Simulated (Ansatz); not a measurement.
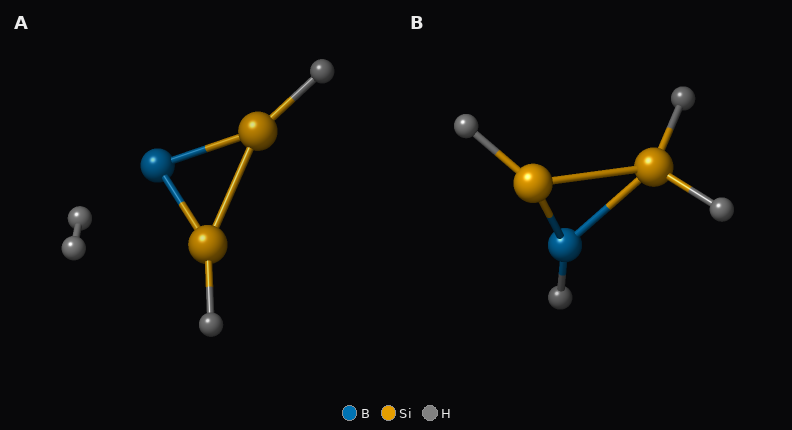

2 stationary structures of one formula. State: neutral, doublet. Geometries: PBE-D4/def2-SVP. Electronic energies: PBE-D4/def2-SVP (Ansatz 0.2.0), without zero-point energy. No frequency run is at hand to confirm each as a minimum. Each is one conformer, not always the lowest.

Question: Which is lowest in energy, and by how much?

Answer: B is lowest (C1); A lies 191.3 kJ/mol above it (C1).
